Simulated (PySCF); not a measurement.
**C4H4FN: NMR shifts, electronic excitations and K edges in gas and solvents, part 1 of 2**

Aim: compute the NMR shifts, electronic excitations and K edges of C4H4FN (`[H]/N=C\C#CCF`), and see what a dielectric continuum does where one was used.

The runs use PySCF 2.14.0, with density-fitted response routines of our own; the level of theory stands in each step. All values are computed, except where a source is named. Atoms are numbered from 0 throughout.

### 1 The starting structure

10 atoms, charge 0, multiplicity 1; geometry from: GFN2-xTB. The atoms were then displaced at random by about 0.01 Å, so the start is not that level's minimum.

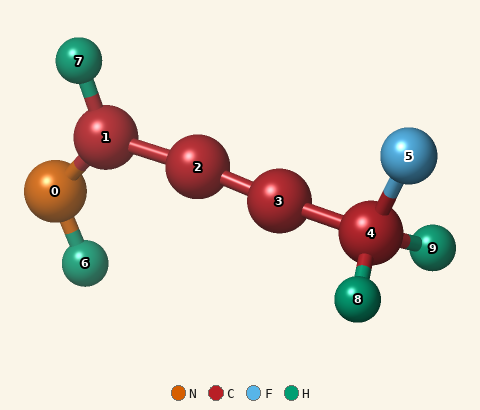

As it starts; nitrogen orange, carbon red, fluorine blue, hydrogen teal, atoms numbered; sticks join atoms by distance.

### 2 Optimising the geometry at PBE0-D3(BJ)/def2-SVP

The job: settings as JSON, then the geometry in Å.

```
{"job": {"xc": "PBE0", "basis": "def2-SVP", "d3": "d3bj", "grid": 1, "shake": 0.01, "kind": "geom"}, "charge": 0, "multiplicity": 1}
N     -2.772530     0.128810    -0.621730
C     -1.998190    -0.180240     0.286240
C     -0.594930    -0.115360     0.236120
C      0.649800    -0.012670     0.084810
C      2.055420     0.053760     0.000680
F      2.645770    -0.371310     1.172270
H     -2.345750     0.499000    -1.478980
H     -2.401120    -0.545520     1.211520
H      2.432540    -0.572740    -0.778970
H      2.379410     1.095330    -0.133000
```

Command:

```sh
OMP_NUM_THREADS=1 python probes_run.py task.json out
```

This one command runs all jobs of the session in turn.

What it wrote:

```text
step   0  E = -308.74069977  max force = 0.109712
step   1  E = -308.74963262  max force = 0.013176
step   2  E = -308.75056487  max force = 0.008259
step   3  E = -308.75142507  max force = 0.009796
step   4  E = -308.75161445  max force = 0.007583
step   5  E = -308.75186141  max force = 0.002040
step   6  E = -308.75190320  max force = 0.000855
step   7  E = -308.75191951  max force = 0.000257
step   8  E = -308.75192272  max force = 0.000191
optimisation converged
```

Wall time 1.7 min (1 thread of Intel Xeon at 2.50GHz, shared host); peak memory 0.42 GiB.

The steps of the relaxation:

```csv
step,energy from step 0 (eV),largest force component (eV/Å)
0,0.0000,5.6416
1,-0.2431,0.6775
2,-0.2684,0.4247
3,-0.2919,0.5037
4,-0.2970,0.3899
5,-0.3037,0.1049
6,-0.3049,0.0440
7,-0.3053,0.0132
8,-0.3054,0.0098
```

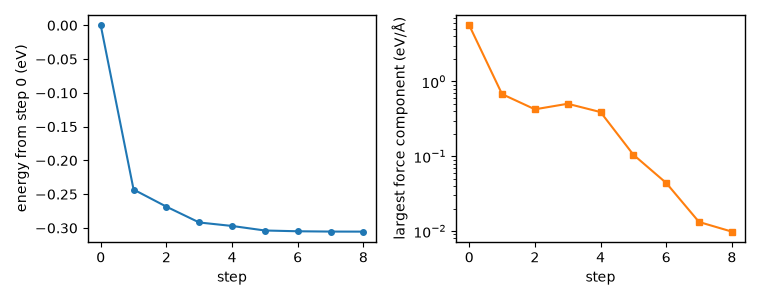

Energy and force, step by step.

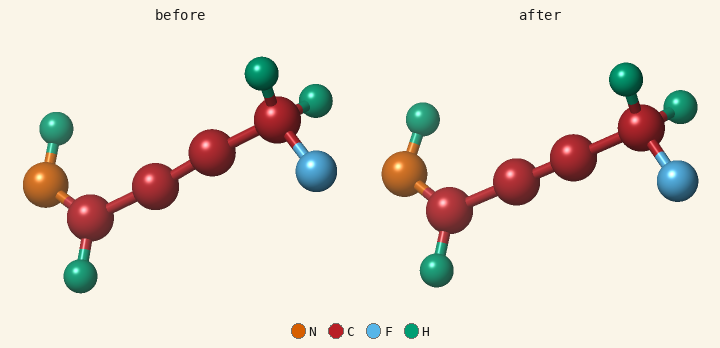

The geometry before (left) and after (right).

Close pairs (by a distance rule), those that changed most:

```csv
bond,before (Å),after (Å),change (Å)
C3–C4,1.410,1.456,+0.046
C2–C3,1.258,1.215,-0.043
N0–C1,1.233,1.273,+0.041
C4–H8,1.069,1.105,+0.036
C1–H7,1.073,1.103,+0.029
C1–C2,1.406,1.434,+0.028
C4–F5,1.379,1.367,-0.012
C4–H9,1.099,1.105,+0.006
```

The end geometry stands in the next job.

```csv
at the end point,value
point group (found at 0.08 Å tolerance),Cs
"rotational constants (GHz, main isotopes)","22.904, 1.265, 1.208"
dipole moment (D),2.27
```

### 3 NMR shieldings: PBE0/pcSseg-1 in acetonitrile

The job: settings as JSON, then the geometry in Å.

```
{"job": {"kind": "nmr", "xc": "PBE0", "basis": "pcSseg-1", "solvent": "acetonitrile", "pop": true}, "charge": 0, "multiplicity": 1}
N     -2.788944     0.210558    -0.817749
C     -2.026179    -0.130812     0.143168
C     -0.592821    -0.086399     0.155561
C      0.621625    -0.048547     0.171611
C      2.076521     0.005468     0.172635
F      2.608643    -0.422401     1.357250
H     -2.229620     0.533444    -1.615299
H     -2.493419    -0.500882     1.070826
H      2.468836    -0.624555    -0.645596
H      2.405924     1.043226    -0.013555
```

Level: GIAO PBE0/pcSseg-1 NMR shielding, non-relativistic, IEF-PCM acetonitrile.

What it wrote:

```text
coarse grid: 8976 points
cycle   1  E = -308.8616566581  dE =  7.907e-01  |g| = 5.467e-01  |ddm| = 3.177e+00
cycle   2  E = -308.8114035005  dE =  5.025e-02  |g| = 7.716e-01  |ddm| = 1.064e+00
cycle   3  E = -308.9154135184  dE = -1.040e-01  |g| = 9.819e-02  |ddm| = 6.204e-01
cycle   4  E = -308.9172668666  dE = -1.853e-03  |g| = 4.815e-02  |ddm| = 1.117e-01
cycle   5  E = -308.9177720467  dE = -5.052e-04  |g| = 1.014e-02  |ddm| = 3.971e-02
cycle   6  E = -308.9177895741  dE = -1.753e-05  |g| = 4.004e-03  |ddm| = 1.182e-02
cycle   7  E = -308.9177928233  dE = -3.249e-06  |g| = 1.820e-03  |ddm| = 4.154e-03
final grid: 88920 points
cycle   8  E = -308.9577568927  dE = -2.260e-05  |g| = 5.982e-03  |ddm| = 4.487e-02
cycle   9  E = -308.9577499058  dE =  6.987e-06  |g| = 8.229e-03  |ddm| = 1.207e-02
cycle  10  E = -308.9577645280  dE = -1.462e-05  |g| = 1.948e-03  |ddm| = 6.720e-03
cycle  11  E = -308.9577654417  dE = -9.138e-07  |g| = 3.623e-04  |ddm| = 1.609e-03
cycle  12  E = -308.9577654642  dE = -2.252e-08  |g| = 1.066e-04  |ddm| = 3.367e-04
cycle  13  E = -308.9577654660  dE = -1.731e-09  |g| = 3.098e-05  |ddm| = 8.752e-05
cycle  14  E = -308.9577654661  dE = -1.763e-10  |g| = 1.363e-05  |ddm| = 2.827e-05
converged SCF energy = -308.9577654661

GIAO shielding tensors (ppm)
atom      isotropic    diamagn.    paramagn.     s11        s22        s33       span
  0 N     -100.993     327.512    -428.505   -419.621   -130.091    246.732    666.353
  1 C       23.529     255.291    -231.762    -88.977     30.285    129.280    218.256
  2 C       92.282     257.492    -165.210      5.976     21.600    249.270    243.294
  3 C       86.956     262.970    -176.014     14.657     23.213    222.998    208.341
  4 C      112.672     245.420    -132.748     83.261     85.469    169.287     86.026
  5 F      431.429     471.467     -40.037    401.981    415.965    476.342     74.362
  6 H       20.524      35.458     -14.934     10.918     23.810     26.844     15.926
  7 H       23.393      27.545      -4.152     20.789     22.753     26.638      5.848
  8 H       25.699      27.162      -1.463     21.335     26.007     29.756      8.421
  9 H       25.698      27.190      -1.492     21.330     26.010     29.753      8.423
```

Wall time 34 s (1 thread of Intel Xeon at 2.50GHz, shared host); peak memory 0.64 GiB.

Shifts follow as δ = σ(reference) − σ, with reference shieldings (ppm) from runs at the same level and on the same kind of geometry: 1H TMS 31.24, 13C TMS 185.5, 19F CFCl3 180.5, 15N NH3 268.5. The references are single molecules in the same continuum, so shifts against H2O, NH3, PH3, H3PO4 or CFCl3 are not on the usual liquid scales and can be off by tens of ppm. Atoms listed in one row are averaged.

```csv
atoms,environment,σ (ppm),δ (ppm)
C1,C=N carbon,23.5,161.9
C3,alkyne carbon,87.0,98.5
C2,alkyne carbon,92.3,93.2
C4,propargylic sp3 CH2 bonded to F,112.7,72.8
H6,hydrogen on an imine nitrogen,20.52,10.72
H7,hydrogen on a C=N carbon,23.39,7.85
"H8, H9",hydrogen on a propargylic sp3 CH2 bonded to F,25.70,5.54
N0,imine nitrogen,-101.0,369.5
F5,fluorine on an sp3 carbon,431.4,-250.9
```

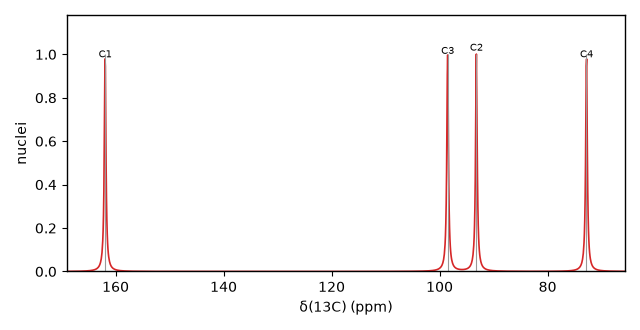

13C lines at the computed shifts, without couplings. Lines are broadened to a width of 0.36 ppm (Lorentzian).

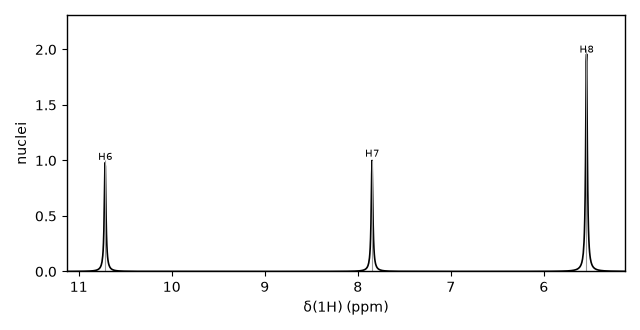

1H lines at the computed shifts, without couplings. Lines are broadened to a width of 0.02 ppm (Lorentzian).

The run also stored atomic charges by several schemes (e):

```csv
atoms,Mulliken,IAO,Hirshfeld,ESP fit
N0,-0.37,-0.45,-0.25,-0.86
C1,-0.05,0.03,0.06,0.60
C2,0.00,-0.08,-0.05,-0.42
C3,-0.16,-0.03,-0.03,0.08
C4,0.22,0.02,0.05,0.05
F5,-0.34,-0.32,-0.13,-0.23
```

IAO charges:

```csv
atom,value (e)
N0,-0.45
C1,0.03
C2,-0.08
C3,-0.03
C4,0.02
F5,-0.32
H6,0.27
H7,0.18
H8,0.19
H9,0.19
```

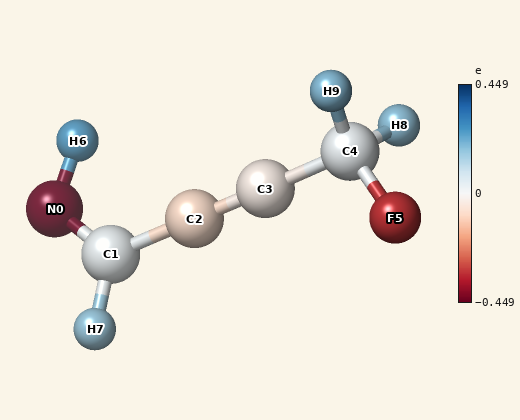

IAO charges, as colours on the atoms.

Mayer bond orders: N0–C1 2.02, C1–C2 1.09, C2–C3 2.30, C3–C4 1.16, C4–F5 0.89.

### 4 Shielding tensors: PBE0/pcSseg-1 in cyclohexane

Settings changed since step 3:

```diff
@@ -1,2 +1,2 @@
-{"job": {"kind": "nmr", "xc": "PBE0", "basis": "pcSseg-1", "solvent": "acetonitrile", "pop": true}, "charge": 0, "multiplicity": 1}
+{"job": {"kind": "nmr", "xc": "PBE0", "basis": "pcSseg-1", "solvent": "cyclohexane", "pop": false}, "charge": 0, "multiplicity": 1}
 N     -2.788944     0.210558    -0.817749
```

Method: GIAO PBE0/pcSseg-1 NMR shielding, non-relativistic, IEF-PCM cyclohexane.

What it wrote:

```text
coarse grid: 8976 points
cycle   1  E = -308.8511984370  dE =  8.010e-01  |g| = 5.587e-01  |ddm| = 3.177e+00
cycle   2  E = -308.7875710188  dE =  6.363e-02  |g| = 8.205e-01  |ddm| = 1.175e+00
cycle   3  E = -308.9075790637  dE = -1.200e-01  |g| = 1.174e-01  |ddm| = 7.104e-01
cycle   4  E = -308.9103408426  dE = -2.762e-03  |g| = 5.640e-02  |ddm| = 1.398e-01
cycle   5  E = -308.9110360533  dE = -6.952e-04  |g| = 1.258e-02  |ddm| = 4.814e-02
cycle   6  E = -308.9110618396  dE = -2.579e-05  |g| = 6.338e-03  |ddm| = 1.573e-02
cycle   7  E = -308.9110707906  dE = -8.951e-06  |g| = 2.176e-03  |ddm| = 5.764e-03
final grid: 88920 points
cycle   8  E = -308.9510622193  dE = -2.200e-05  |g| = 6.014e-03  |ddm| = 4.523e-02
cycle   9  E = -308.9510522872  dE =  9.932e-06  |g| = 8.846e-03  |ddm| = 1.247e-02
cycle  10  E = -308.9510697940  dE = -1.751e-05  |g| = 2.301e-03  |ddm| = 7.373e-03
cycle  11  E = -308.9510710749  dE = -1.281e-06  |g| = 3.444e-04  |ddm| = 1.854e-03
cycle  12  E = -308.9510710938  dE = -1.888e-08  |g| = 1.085e-04  |ddm| = 3.522e-04
cycle  13  E = -308.9510710955  dE = -1.739e-09  |g| = 2.162e-05  |ddm| = 8.656e-05
cycle  14  E = -308.9510710956  dE = -7.947e-11  |g| = 1.041e-05  |ddm| = 2.576e-05
converged SCF energy = -308.9510710956

GIAO shielding tensors (ppm)
atom      isotropic    diamagn.    paramagn.     s11        s22        s33       span
  0 N     -113.910     325.932    -439.842   -453.196   -130.606    242.074    695.270
  1 C       25.250     255.004    -229.754    -88.984     36.011    128.722    217.706
  2 C       92.325     257.731    -165.405      5.553     21.453    249.971    244.418
  3 C       89.274     263.364    -174.090     18.670     24.362    224.791    206.121
  4 C      113.371     244.759    -131.387     83.838     87.225    169.051     85.213
  5 F      426.391     470.879     -44.489    396.796    412.702    469.674     72.878
  6 H       20.399      35.366     -14.967      9.666     24.496     27.037     17.370
  7 H       23.444      27.652      -4.207     20.939     22.590     26.804      5.865
  8 H       25.926      27.336      -1.410     21.546     26.295     29.936      8.390
  9 H       25.924      27.363      -1.439     21.541     26.298     29.934      8.392
```

It took 24 s on 1 thread of Intel Xeon at 2.50GHz, shared host; peak memory 0.64 GiB.

Key values: δ C1 159.6, C3 95.5, C2 92.5, C4 71.4, H6 10.86, H7 7.81 ppm.

### 5 Excited states and response: wB97X-D/def2-SVPD

Settings changed since step 4:

```diff
@@ -1,2 +1,2 @@
-{"job": {"kind": "nmr", "xc": "PBE0", "basis": "pcSseg-1", "solvent": "cyclohexane", "pop": false}, "charge": 0, "multiplicity": 1}
+{"job": {"kind": "uv", "xc": "wB97X-D", "basis": "def2-SVPD", "dynamic": true, "nstates": 6, "ntriplets": 0}, "charge": 0, "multiplicity": 1}
 N     -2.788944     0.210558    -0.817749
```

With the program's defaults for keys left out, this is: TDDFT wB97X-D/def2-SVPD, vertical, gas phase, core orbitals frozen in the response.

What it wrote:

```text
coarse grid: 8976 points
cycle   1  E = -308.8766923601  dE =  8.713e-01  |g| = 6.144e-01  |ddm| = 6.949e+00
cycle   2  E = -308.8636764386  dE =  1.302e-02  |g| = 7.291e-01  |ddm| = 2.635e+00
cycle   3  E = -308.9619262919  dE = -9.825e-02  |g| = 6.314e-02  |ddm| = 9.617e-01
cycle   4  E = -308.9628226728  dE = -8.964e-04  |g| = 3.371e-02  |ddm| = 1.826e-01
cycle   5  E = -308.9631016704  dE = -2.790e-04  |g| = 9.375e-03  |ddm| = 8.529e-02
cycle   6  E = -308.9631252819  dE = -2.361e-05  |g| = 3.810e-03  |ddm| = 3.476e-02
cycle   7  E = -308.9631300225  dE = -4.741e-06  |g| = 9.377e-04  |ddm| = 1.051e-02
final grid: 88920 points
cycle   8  E = -309.0062373238  dE = -8.365e-05  |g| = 6.691e-03  |ddm| = 1.654e-01
cycle   9  E = -309.0062354745  dE =  1.849e-06  |g| = 7.925e-03  |ddm| = 1.878e-02
cycle  10  E = -309.0062467016  dE = -1.123e-05  |g| = 6.063e-04  |ddm| = 1.156e-02
cycle  11  E = -309.0062467702  dE = -6.864e-08  |g| = 5.151e-04  |ddm| = 2.872e-03
cycle  12  E = -309.0062468320  dE = -6.180e-08  |g| = 1.080e-04  |ddm| = 1.599e-03
cycle  13  E = -309.0062468368  dE = -4.755e-09  |g| = 4.631e-05  |ddm| = 4.975e-04
cycle  14  E = -309.0062468379  dE = -1.152e-09  |g| = 2.541e-05  |ddm| = 1.731e-04
cycle  15  E = -309.0062468383  dE = -3.510e-10  |g| = 7.292e-06  |ddm| = 8.592e-05
converged SCF energy = -309.0062468383

Static polarisability (au): isotropic 59.026, principal 38.246 48.195 90.639

Singlet excitations
state   eV       nm        f      main configurations
  1   4.8898    253.6   0.00415   H-1->L 0.96
  2   5.6039    221.2   0.00035   H-2->L 0.93
  3   5.7180    216.8   0.13971   H->L 0.75, H-2->L+1 0.10, H-1->L+1 0.08
  4   5.9636    207.9   0.00065   H->L+1 0.84
  5   7.4405    166.6   0.06177   H-1->L+1 0.69, H-2->L+1 0.14
  6   7.7198    160.6   0.00935   H->L+2 0.83
```

It took 66 s on 1 thread of Intel Xeon at 2.50GHz, shared host; peak memory 0.72 GiB.

Frontier orbitals and where they lie:

```csv
orbital,eV,atoms
HOMO−3,-12.52,"F5 24 %, N0 21 %, C1 21 %"
HOMO−2,-10.83,"C3 34 %, C2 33 %, C1 11 %"
HOMO−1,-10.21,"N0 60 %, C2 10 %, C1 10 %"
HOMO,-9.94,"C2 28 %, C3 28 %, N0 20 %"
LUMO,0.13,"N0 30 %, C1 26 %, C3 17 %"
LUMO+1,1.38,"C3 24 %, C2 24 %, C4 17 %"
LUMO+2,2.23,"C3 27 %, C2 22 %, C4 19 %"
```

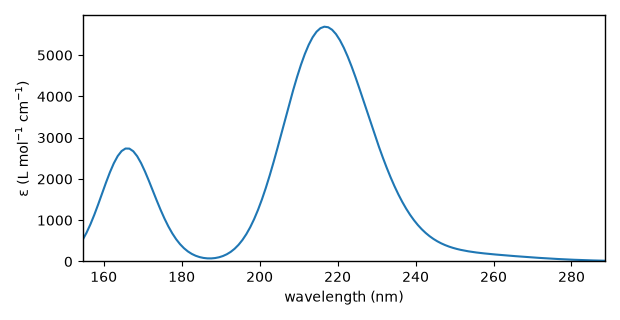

Absorption spectrum: each of the 6 states is a Gaussian band of 0.4 eV half-width at 1/e. Beyond the last state computed it falls off for lack of states.

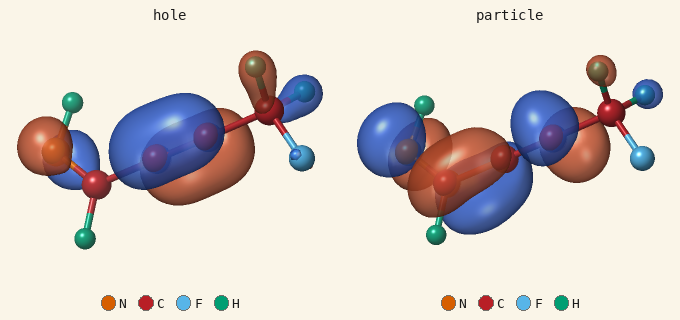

Leading natural transition orbitals of singlet state 3: the electron leaves the hole (left) for the particle orbital (right).

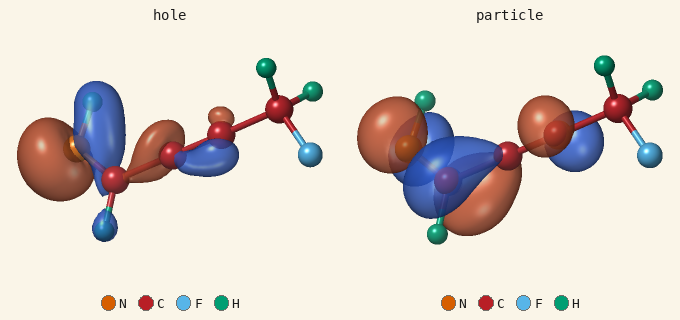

Leading natural transition orbitals of singlet state 1: the electron leaves the hole (left) for the particle orbital (right).

Ground-state properties from the same run:

```csv
property,computed
dipole moment (D),2.24
polarisability (Å³),8.75
HOMO–LUMO gap (eV),10.07
−ε(HOMO) (eV),9.94
C6 with itself (au),1335
```

Orbitals, density, ELF and potential are computed afterwards from the orbital file.

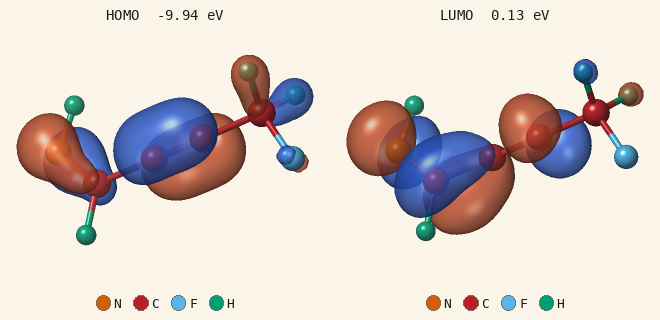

wB97X-D/def2-SVPD orbitals near the gap, drawn at the value that encloses 70 % of each; the two colours are the two signs.

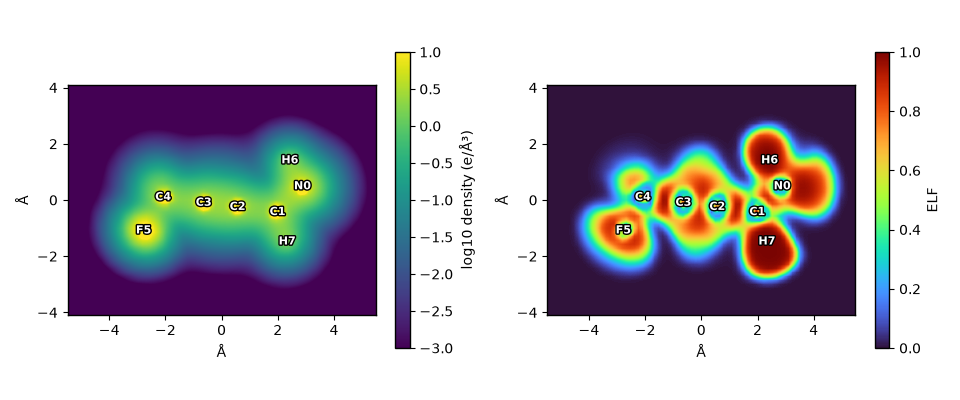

Density (left) and ELF (right) in a plane through or near 8 of the atoms.

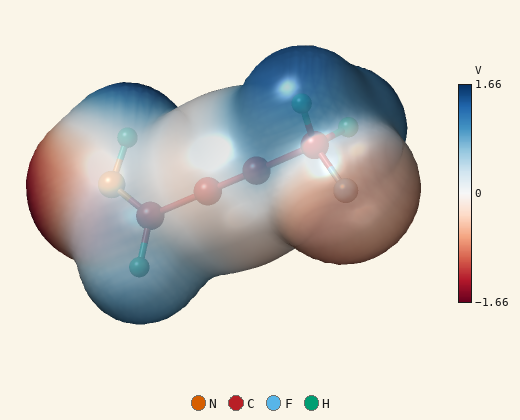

Electrostatic potential on the surface of density 0.002 e/bohr³; red is low, blue high. It runs, from the 1st to the 99th percentile, from -1.66 V near N0 to 1.44 V near H6.

### 6 Excited states and response: wB97X-D/def2-SVPD in acetonitrile

Settings changed since step 5:

```diff
@@ -1,2 +1,2 @@
-{"job": {"kind": "uv", "xc": "wB97X-D", "basis": "def2-SVPD", "dynamic": true, "nstates": 6, "ntriplets": 0}, "charge": 0, "multiplicity": 1}
+{"job": {"kind": "uv", "xc": "wB97X-D", "basis": "def2-SVPD", "solvent": "acetonitrile", "nstates": 6, "ntriplets": 0}, "charge": 0, "multiplicity": 1}
 N     -2.788944     0.210558    -0.817749
```

With the program's defaults for keys left out, this is: TDDFT wB97X-D/def2-SVPD, vertical, IEF-PCM acetonitrile (non-equilibrium linear response), core orbitals frozen in the response.

What it wrote:

```text
coarse grid: 8976 points
cycle   1  E = -308.8958049311  dE =  8.525e-01  |g| = 5.899e-01  |ddm| = 6.978e+00
cycle   2  E = -308.8960072520  dE = -2.023e-04  |g| = 6.565e-01  |ddm| = 2.419e+00
cycle   3  E = -308.9733648982  dE = -7.736e-02  |g| = 5.311e-02  |ddm| = 8.956e-01
cycle   4  E = -308.9740566545  dE = -6.918e-04  |g| = 2.652e-02  |ddm| = 1.792e-01
cycle   5  E = -308.9742445155  dE = -1.879e-04  |g| = 6.290e-03  |ddm| = 8.430e-02
cycle   6  E = -308.9742587026  dE = -1.419e-05  |g| = 3.409e-03  |ddm| = 3.796e-02
cycle   7  E = -308.9742620435  dE = -3.341e-06  |g| = 8.523e-04  |ddm| = 9.422e-03
final grid: 88920 points
cycle   8  E = -309.0173445298  dE = -8.316e-05  |g| = 7.157e-03  |ddm| = 1.678e-01
cycle   9  E = -309.0173429857  dE =  1.544e-06  |g| = 8.289e-03  |ddm| = 1.988e-02
cycle  10  E = -309.0173552541  dE = -1.227e-05  |g| = 5.556e-04  |ddm| = 1.307e-02
cycle  11  E = -309.0173553254  dE = -7.137e-08  |g| = 4.818e-04  |ddm| = 3.492e-03
cycle  12  E = -309.0173553820  dE = -5.653e-08  |g| = 9.568e-05  |ddm| = 1.698e-03
cycle  13  E = -309.0173553861  dE = -4.080e-09  |g| = 3.638e-05  |ddm| = 6.653e-04
cycle  14  E = -309.0173553869  dE = -8.217e-10  |g| = 1.807e-05  |ddm| = 2.381e-04
converged SCF energy = -309.0173553869

Static polarisability (au): isotropic 77.528, principal 50.254 63.312 119.018

Singlet excitations
state   eV       nm        f      main configurations
  1   5.0554    245.3   0.00501   H-1->L 0.96
  2   5.5579    223.1   0.00069   H-2->L 0.94
  3   5.6464    219.6   0.21894   H->L 0.81
  4   6.0183    206.0   0.00068   H->L+1 0.86
  5   7.6390    162.3   0.39016   H-1->L+1 0.78
  6   7.7579    159.8   0.56479   H-2->L+1 0.66, H->L 0.10
```

Run time: 45 s. Hardware: 1 thread of Intel Xeon at 2.50GHz, shared host; peak memory 0.76 GiB.

In short: HOMO -9.83 eV, LUMO 0.21 eV; lowest singlet 5.06 eV.

(Continued in part 2 of 2.)
